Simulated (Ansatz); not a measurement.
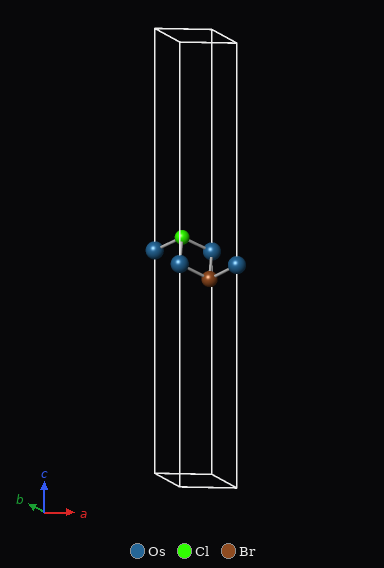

View from the side at a slight tilt, drawn as a ball-and-stick model. The lines enclose the simulation cell; boundary atoms appear with their images.

OsBrCl, a = 3.72 Å, b = 3.72 Å, c = 29.91 Å, α = 90.00°, β = 90.00°, γ = 120.00°.

The calculation used DFT, PBE with spin-orbit coupling, plane waves, PAW (Ansatz), with a plane-wave cutoff of 420 eV, 12×12×1 k-mesh, Fermi-Dirac smearing of 0.02 eV, no moments seeded, so the run stays non-magnetic, spinor wavefunctions.

**Is the electronic structure metallic or gapped?**

A semiconductor at this level, with a gap of 1.23 eV, direct.

The initial geometry was a structure type filled with these elements by a generator (whether the compound takes this form wasn't checked). Earlier steps of the study may have refined or changed the cell and positions. It was the input of a calculation with Ansatz.
